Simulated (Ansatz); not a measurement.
## Hypothetical zinc blende HgO: Hg → H

Start from HgO in the zinc blende structure (space group F-43m, No. 216; a = 5.1961 Å; a hypothetical phase, not in the database extracts checked).

Modification: every Hg is replaced by H, then cell and atoms are relaxed.

The values are results of Ansatz (an electronic-structure program) PBEsol, no SOC, earlier PAW set, not measurements. k-mesh 23×23×23 (Γ-centred); smearing 0.05 eV (Fermi–Dirac), for the changed cell.

```
quantity                                     base          changed        shift
-----------------------------  ------------------  ---------------  -----------
volume per atom                          17.54 Å³          5.23 Å³    -12.31 Å³
density                               10.25 g/cm³       2.70 g/cm³  -7.55 g/cm³
lattice parameter a                       5.196 Å          3.472 Å     -1.724 Å
space group                       F-43m (No. 216)  F-43m (No. 216)            –
shortest interatomic distance             2.250 Å          1.503 Å     -0.747 Å
band gap                                     zero             zero            –
magnetic state                 not spin-polarised    ferromagnetic            –
```

Final structure:

```
CELL_PARAMETERS angstrom
      0.00000     1.73586     1.73586
      1.73586     0.00000     1.73586
      1.73586     1.73586     0.00000
ATOMIC_POSITIONS crystal
  O  0.25000 0.25000 0.25000
  H  0.00000 0.00000 0.00000
```

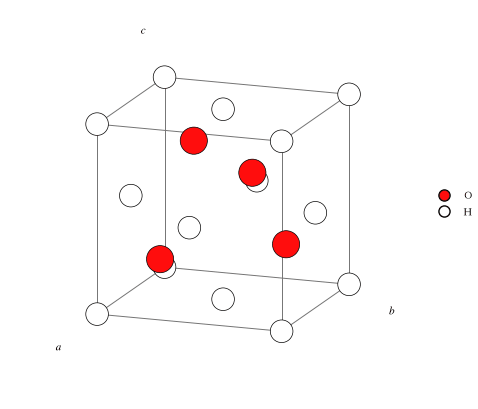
*The relaxed conventional cell after the change*

The magnetic state is the one reached from the starting moments; the real material's order can differ, and small cells can't hold many antiferromagnetic ones. Spin-orbit coupling, missing from the scalar runs, can matter with Hg. Stability against distortions was not tested. As relaxed here, HO is a hypothetical phase, not in the database extracts checked. Spin-polarised in the final run: HO; the other runs are not. A zero or small gap of HgO can be the functional's error rather than a property of the material.
